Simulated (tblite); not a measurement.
# Geometry relaxation, with input and output: C$_{5}$H$_{10}$F$_{2}$OSi (part 4 of 4)

The same run, continued: C$_{5}$H$_{10}$F$_{2}$OSi; GFN2-xTB geometry optimisation, gas phase (tblite 0.8.0). It belongs to a series of runs on one base structure; here: H on Si replaced by OC2H5.

Geometry of the input (Å):
```
C  -3.6026  0.0401  0.2899
C  -2.2762  -0.3602  -0.3001
O  -1.1839  0.0198  0.5329
Si 0.2333  -0.4893  -0.2553
F  0.7236  -2.0048  0.3474
C  1.6226  0.7304  -0.0975
C  2.5214  0.4175  1.0465
C  3.8227  0.1706  0.8159
F  4.6415  -0.1271  1.8547
H  -4.0052  -0.8152  0.8531
H  -4.2469  0.3347  -0.5889
H  -3.5300  0.9125  0.9709
H  -2.1609  0.1721  -1.2588
H  -2.2723  -1.4575  -0.4465
H  -0.0475  -0.6057  -1.6904
H  2.1767  0.7636  -1.0476
H  1.2034  1.7387  0.1171
H  2.1572  0.3706  2.0872
H  4.2135  0.1984  -0.2076
```

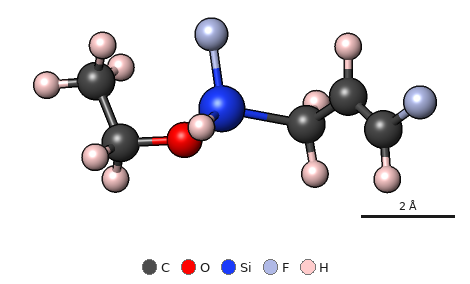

**Figure 1.** The geometry at step 178 of the log (ball-and-stick view, seen at a tilt).

Trajectory as extended XYZ, continued
```
19
Properties=species:S:1:pos:R:3:forces:R:3 step=154 energy=-847.68144
C    -3.3182   -0.1282    0.2178    0.0230  -0.0090  -0.0260
C    -2.3933   -0.1320   -0.9901    0.0240  -0.0040   0.0020
O    -1.0789    0.2410   -0.6472   -0.0010  -0.0110  -0.0130
Si    0.0956   -0.5184    0.1409   -0.0300   0.0270   0.0050
F    -0.3885   -0.8835    1.6408    0.0060  -0.0200   0.0310
C     1.4674    0.7844    0.2721   -0.0040   0.0060   0.0150
C     2.6405    0.2656    1.0193    0.0100  -0.0070  -0.0100
C     3.8575    0.1958    0.5173    0.0180  -0.0010   0.0030
F     4.8917   -0.2961    1.2314    0.0060  -0.0040  -0.0160
H    -2.9767   -0.8546    0.9495    0.0220   0.0070   0.0140
H    -4.3287   -0.3831   -0.0876   -0.0110   0.0070  -0.0230
H    -3.3234    0.8557    0.6789    0.0100  -0.0070   0.0040
H    -2.7280    0.5980   -1.7350   -0.0180  -0.0280   0.0180
H    -2.3778   -1.1264   -1.4503   -0.0070   0.0300   0.0010
H     0.4777   -1.8144   -0.3936   -0.0070  -0.0020  -0.0160
H     1.7763    1.1327   -0.7120   -0.0010  -0.0060   0.0150
H     1.0656    1.6436    0.8131   -0.0180   0.0260  -0.0070
H     2.4663   -0.0808    2.0278   -0.0080   0.0140  -0.0140
H     4.1650    0.5098   -0.4701   -0.0130  -0.0200   0.0190
19
Properties=species:S:1:pos:R:3:forces:R:3 step=159 energy=-847.68332
C    -3.3320   -0.1544    0.1966    0.0010   0.0120   0.0200
C    -2.3800   -0.1189   -0.9881   -0.0150   0.0020  -0.0050
O    -1.0803    0.2657   -0.6097   -0.0030   0.0090   0.0050
Si    0.0904   -0.4974    0.1793    0.0090  -0.0150   0.0000
F    -0.3800   -0.8635    1.6842    0.0010   0.0020  -0.0130
C     1.4714    0.7981    0.2885   -0.0020   0.0070  -0.0110
C     2.6511    0.2778    1.0244   -0.0090   0.0190   0.0100
C     3.8540    0.1676    0.4956   -0.0140   0.0080   0.0090
F     4.8986   -0.3261    1.1923   -0.0080  -0.0060   0.0040
H    -2.9921   -0.8864    0.9243   -0.0110  -0.0040  -0.0080
H    -4.3346   -0.4128   -0.1351    0.0430  -0.0190  -0.0090
H    -3.3618    0.8200    0.6760    0.0130   0.0150   0.0130
H    -2.7127    0.6190   -1.7245   -0.0120   0.0110  -0.0070
H    -2.3397   -1.1009   -1.4691   -0.0020  -0.0280  -0.0140
H     0.4602   -1.7936   -0.3659   -0.0060   0.0050   0.0070
H     1.7732    1.1298   -0.7032   -0.0120   0.0060  -0.0080
H     1.0774    1.6679    0.8188    0.0130   0.0070   0.0070
H     2.4877   -0.0315    2.0459    0.0190  -0.0130   0.0060
H     4.1393    0.4492   -0.5074   -0.0050  -0.0170  -0.0050
19
Properties=species:S:1:pos:R:3:forces:R:3 step=164 energy=-847.68438
C    -3.3339   -0.1771    0.1805    0.0060  -0.0100  -0.0070
C    -2.3677   -0.1040   -0.9902    0.0070   0.0020  -0.0030
O    -1.0785    0.2901   -0.5859   -0.0060   0.0040  -0.0180
Si    0.0859   -0.4784    0.2074    0.0100   0.0120  -0.0050
F    -0.3879   -0.8323    1.7133   -0.0030  -0.0040   0.0060
C     1.4718    0.8132    0.3049    0.0010   0.0040   0.0070
C     2.6572    0.2913    1.0303    0.0060  -0.0010   0.0000
C     3.8439    0.1393    0.4759   -0.0040  -0.0010  -0.0080
F     4.8955   -0.3578    1.1593   -0.0100  -0.0040   0.0120
H    -2.9837   -0.9042    0.9071    0.0120  -0.0060   0.0150
H    -4.3173   -0.4721   -0.1737   -0.0180   0.0090   0.0040
H    -3.4038    0.7931    0.6646    0.0000  -0.0080   0.0110
H    -2.7042    0.6451   -1.7138    0.0090  -0.0030  -0.0120
H    -2.3056   -1.0759   -1.4912   -0.0100   0.0010  -0.0030
H     0.4448   -1.7799   -0.3308    0.0030  -0.0010   0.0040
H     1.7625    1.1392   -0.6920    0.0010   0.0060  -0.0040
H     1.0875    1.6862    0.8363    0.0020   0.0050   0.0040
H     2.5155    0.0115    2.0635   -0.0040  -0.0010   0.0040
H     4.1081    0.3821   -0.5427    0.0000  -0.0040  -0.0080
19
Properties=species:S:1:pos:R:3:forces:R:3 step=168 energy=-847.68481
C    -3.3290   -0.1758    0.1872   -0.0160   0.0110   0.0260
C    -2.3684   -0.1086   -0.9886   -0.0170  -0.0070   0.0050
O    -1.0790    0.2930   -0.5931    0.0040  -0.0030  -0.0150
Si    0.0928   -0.4742    0.1912   -0.0090   0.0100   0.0070
F    -0.3770   -0.8445    1.6952    0.0030  -0.0030  -0.0120
C     1.4713    0.8238    0.3018    0.0050   0.0090  -0.0020
C     2.6504    0.2972    1.0338   -0.0090  -0.0030  -0.0050
C     3.8363    0.1317    0.4820   -0.0030  -0.0120   0.0070
F     4.8777   -0.3774    1.1724    0.0090   0.0040  -0.0090
H    -2.9688   -0.8889    0.9238   -0.0030  -0.0120  -0.0180
H    -4.3138   -0.4801   -0.1579    0.0180  -0.0010   0.0120
H    -3.4048    0.7990    0.6617    0.0050   0.0000   0.0000
H    -2.7118    0.6319   -1.7179    0.0130   0.0040  -0.0060
H    -2.3072   -1.0847   -1.4803    0.0010  -0.0110  -0.0120
H     0.4606   -1.7691   -0.3589   -0.0030   0.0130   0.0090
H     1.7697    1.1526   -0.6923   -0.0040   0.0010   0.0090
H     1.0825    1.6950    0.8328   -0.0010   0.0020   0.0050
H     2.5033    0.0188    2.0671   -0.0020   0.0090  -0.0130
H     4.1052    0.3693   -0.5370    0.0090  -0.0100   0.0120
19
Properties=species:S:1:pos:R:3:forces:R:3 step=173 energy=-847.68547
C    -3.3196   -0.1717    0.1991    0.0150  -0.0070  -0.0110
C    -2.3739   -0.1164   -0.9902    0.0050   0.0050  -0.0010
O    -1.0800    0.2924   -0.6139   -0.0050  -0.0080   0.0070
Si    0.0987   -0.4680    0.1672    0.0020  -0.0080   0.0030
F    -0.3662   -0.8686    1.6648   -0.0090   0.0050  -0.0050
C     1.4682    0.8371    0.3028   -0.0030  -0.0020  -0.0020
C     2.6425    0.3073    1.0403    0.0020   0.0030   0.0010
C     3.8265    0.1180    0.4916   -0.0060  -0.0040  -0.0020
F     4.8621   -0.3906    1.1909    0.0050  -0.0050   0.0040
H    -2.9456   -0.8733    0.9396    0.0060  -0.0030  -0.0060
H    -4.3050   -0.4903   -0.1285   -0.0110   0.0080  -0.0010
H    -3.3960    0.8096    0.6590    0.0030  -0.0010   0.0080
H    -2.7231    0.6170   -1.7241   -0.0070  -0.0060   0.0030
H    -2.3166   -1.0976   -1.4736    0.0000   0.0050   0.0070
H     0.4789   -1.7510   -0.4005    0.0060   0.0000   0.0020
H     1.7740    1.1730   -0.6859    0.0000   0.0130  -0.0090
H     1.0700    1.7019    0.8372    0.0110   0.0000   0.0010
H     2.4943    0.0472    2.0780   -0.0080   0.0040  -0.0040
H     4.1011    0.3334   -0.5307   -0.0060   0.0000   0.0050
19
Properties=species:S:1:pos:R:3:forces:R:3 step=178 energy=-847.68574
C    -3.3178   -0.1729    0.2002   -0.0080   0.0090   0.0050
C    -2.3736   -0.1173   -0.9900   -0.0040  -0.0100   0.0020
O    -1.0800    0.2907   -0.6126    0.0010   0.0000  -0.0050
Si    0.1025   -0.4683    0.1639   -0.0070   0.0050  -0.0040
F    -0.3606   -0.8753    1.6605   -0.0030   0.0070  -0.0100
C     1.4669    0.8428    0.3013    0.0020  -0.0020   0.0040
C     2.6398    0.3121    1.0405    0.0080  -0.0030  -0.0020
C     3.8219    0.1107    0.4920    0.0050   0.0100   0.0020
F     4.8576   -0.3952    1.1939   -0.0130  -0.0050  -0.0050
H    -2.9460   -0.8806    0.9364   -0.0040   0.0050  -0.0110
H    -4.3077   -0.4818   -0.1255    0.0180   0.0060   0.0020
H    -3.3862    0.8075    0.6650    0.0050  -0.0200   0.0030
H    -2.7245    0.6152   -1.7243    0.0050  -0.0040   0.0100
H    -2.3165   -1.0988   -1.4726    0.0000   0.0020   0.0000
H     0.4880   -1.7486   -0.4075    0.0030   0.0100   0.0060
H     1.7724    1.1849   -0.6859   -0.0010  -0.0090   0.0020
H     1.0691    1.7051    0.8396   -0.0060   0.0000  -0.0010
H     2.4898    0.0601    2.0798   -0.0030   0.0020   0.0010
H     4.0952    0.3188   -0.5320    0.0010  -0.0040   0.0000
19
Properties=species:S:1:pos:R:3:forces:R:3 step=183 energy=-847.68605
C    -3.3156   -0.1820    0.1954    0.0120  -0.0110  -0.0010
C    -2.3719   -0.1142   -0.9942    0.0060   0.0070   0.0010
O    -1.0782    0.2917   -0.6150    0.0060  -0.0020  -0.0050
Si    0.0991   -0.4602    0.1756    0.0040  -0.0030   0.0000
F    -0.3744   -0.8550    1.6721   -0.0020   0.0120  -0.0040
C     1.4666    0.8485    0.3068   -0.0060   0.0040   0.0010
C     2.6426    0.3150    1.0391   -0.0140   0.0070   0.0010
C     3.8197    0.1044    0.4839   -0.0050  -0.0120  -0.0040
F     4.8553   -0.4079    1.1808    0.0010  -0.0010   0.0040
H    -2.9423   -0.8976    0.9226   -0.0090  -0.0110   0.0000
H    -4.3040   -0.4879   -0.1356   -0.0040   0.0030   0.0090
H    -3.3841    0.7914    0.6736    0.0030   0.0020  -0.0050
H    -2.7228    0.6251   -1.7209   -0.0040   0.0060   0.0000
H    -2.3149   -1.0905   -1.4872    0.0050  -0.0010   0.0070
H     0.4933   -1.7453   -0.3779   -0.0040   0.0010  -0.0060
H     1.7650    1.1906   -0.6826    0.0060  -0.0070   0.0060
H     1.0741    1.7103    0.8493   -0.0090   0.0070  -0.0060
H     2.4954    0.0714    2.0810    0.0170  -0.0040  -0.0050
H     4.0871    0.3015   -0.5440   -0.0030   0.0050   0.0060
19
Properties=species:S:1:pos:R:3:forces:R:3 step=188 energy=-847.68649
C    -3.3108   -0.1949    0.1898   -0.0040   0.0020  -0.0010
C    -2.3657   -0.1094   -0.9975   -0.0020  -0.0070  -0.0010
O    -1.0724    0.2934   -0.6149    0.0000  -0.0020   0.0000
Si    0.0976   -0.4541    0.1905   -0.0070   0.0010  -0.0010
F    -0.3891   -0.8325    1.6868    0.0040   0.0070  -0.0050
C     1.4631    0.8572    0.3141    0.0030  -0.0040  -0.0010
C     2.6439    0.3233    1.0375    0.0040   0.0000   0.0100
C     3.8128    0.0935    0.4723   -0.0030   0.0010   0.0010
F     4.8489   -0.4235    1.1655   -0.0040   0.0030  -0.0030
H    -2.9513   -0.9346    0.8996    0.0040   0.0030   0.0010
H    -4.3034   -0.4776   -0.1491   -0.0050  -0.0020  -0.0010
H    -3.3674    0.7679    0.6903    0.0090  -0.0010   0.0070
H    -2.7179    0.6388   -1.7151    0.0000  -0.0080   0.0070
H    -2.3071   -1.0804   -1.5005    0.0060   0.0040  -0.0110
H     0.4983   -1.7432   -0.3494   -0.0110   0.0020   0.0000
H     1.7547    1.1949   -0.6784    0.0070   0.0090   0.0000
H     1.0723    1.7197    0.8571    0.0030  -0.0010  -0.0100
H     2.5096    0.0903    2.0832   -0.0010  -0.0070   0.0100
H     4.0742    0.2803   -0.5588   -0.0040  -0.0010  -0.0030
19
Properties=species:S:1:pos:R:3:forces:R:3 step=192 energy=-847.68665
C    -3.3097   -0.2022    0.1856    0.0080  -0.0050   0.0030
C    -2.3638   -0.1078   -1.0004   -0.0010   0.0050  -0.0020
O    -1.0708    0.2935   -0.6153   -0.0020  -0.0020   0.0050
Si    0.0952   -0.4498    0.1991    0.0080   0.0030   0.0030
F    -0.3961   -0.8180    1.6964    0.0030   0.0080  -0.0050
C     1.4628    0.8603    0.3184    0.0040   0.0050   0.0010
C     2.6455    0.3265    1.0394   -0.0070  -0.0050  -0.0030
C     3.8089    0.0887    0.4664    0.0030   0.0010   0.0010
F     4.8479   -0.4292    1.1542    0.0070  -0.0010   0.0050
H    -2.9527   -0.9498    0.8881    0.0050  -0.0090   0.0040
H    -4.3038   -0.4778   -0.1556    0.0030   0.0050   0.0010
H    -3.3604    0.7552    0.6971   -0.0010  -0.0010  -0.0030
H    -2.7156    0.6464   -1.7108   -0.0110   0.0050  -0.0100
H    -2.3034   -1.0733   -1.5137    0.0010  -0.0040   0.0010
H     0.4969   -1.7426   -0.3307   -0.0110  -0.0020  -0.0020
H     1.7524    1.1979   -0.6750    0.0070  -0.0060   0.0030
H     1.0745    1.7248    0.8598   -0.0010  -0.0030   0.0020
H     2.5182    0.0974    2.0871   -0.0080   0.0020   0.0000
H     4.0640    0.2691   -0.5673   -0.0070   0.0020  -0.0040
19
Properties=species:S:1:pos:R:3:forces:R:3 step=197 energy=-847.68692
C    -3.3068   -0.2180    0.1794    0.0010   0.0000  -0.0090
C    -2.3617   -0.1043   -1.0055    0.0050   0.0030  -0.0010
O    -1.0719    0.3019   -0.6145    0.0070   0.0100  -0.0080
Si    0.0888   -0.4337    0.2146   -0.0080  -0.0080  -0.0110
F    -0.4109   -0.7738    1.7156    0.0060   0.0010   0.0000
C     1.4658    0.8670    0.3228   -0.0030  -0.0090  -0.0030
C     2.6482    0.3235    1.0368    0.0040   0.0010   0.0050
C     3.8071    0.0790    0.4576    0.0040   0.0040   0.0030
F     4.8475   -0.4419    1.1414    0.0000  -0.0060  -0.0060
H    -2.9490   -0.9745    0.8720    0.0020  -0.0030  -0.0030
H    -4.3003   -0.4884   -0.1664   -0.0090  -0.0110   0.0010
H    -3.3602    0.7326    0.7033    0.0090  -0.0010   0.0020
H    -2.7204    0.6544   -1.7086    0.0070  -0.0020   0.0060
H    -2.2918   -1.0635   -1.5303   -0.0090   0.0060   0.0140
H     0.4834   -1.7367   -0.2961   -0.0090   0.0030   0.0050
H     1.7542    1.2012   -0.6717    0.0000   0.0010  -0.0080
H     1.0861    1.7342    0.8657    0.0060   0.0010   0.0040
H     2.5256    0.0944    2.0850   -0.0090   0.0080   0.0050
H     4.0564    0.2558   -0.5784   -0.0020   0.0040   0.0050
19
Properties=species:S:1:pos:R:3:forces:R:3 step=202 energy=-847.68721
C    -3.3001   -0.2346    0.1713   -0.0030   0.0010   0.0080
C    -2.3571   -0.0978   -1.0123   -0.0030  -0.0020  -0.0010
O    -1.0690    0.3118   -0.6193   -0.0010  -0.0070  -0.0020
Si    0.0798   -0.4192    0.2306    0.0000   0.0040   0.0040
F    -0.4274   -0.7237    1.7368   -0.0030   0.0000   0.0010
C     1.4671    0.8713    0.3272    0.0040   0.0020  -0.0040
C     2.6495    0.3200    1.0355   -0.0020   0.0070   0.0020
C     3.8037    0.0718    0.4485    0.0020  -0.0030   0.0050
F     4.8460   -0.4588    1.1213    0.0010  -0.0020   0.0020
H    -2.9394   -1.0031    0.8493    0.0000  -0.0010  -0.0010
H    -4.2944   -0.5013   -0.1763    0.0070   0.0010   0.0020
H    -3.3516    0.7062    0.7125   -0.0050  -0.0020   0.0050
H    -2.7218    0.6669   -1.7050    0.0030   0.0070  -0.0020
H    -2.2832   -1.0503   -1.5478    0.0050  -0.0030  -0.0050
H     0.4628   -1.7370   -0.2483   -0.0040  -0.0040  -0.0070
H     1.7529    1.2033   -0.6691   -0.0050  -0.0020  -0.0010
H     1.0970    1.7414    0.8726    0.0050  -0.0030  -0.0030
H     2.5294    0.0907    2.0840   -0.0020   0.0020  -0.0030
H     4.0460    0.2518   -0.5885   -0.0010   0.0020   0.0010
```

Summary

| quantity | value |
| --- | --- |
| outcome | converged |
| total energy | −847.6872 eV |
| hardware | 1 CPU thread, shared host |
| wall time | 1.3 s |
| peak memory | 0.18 GiB |
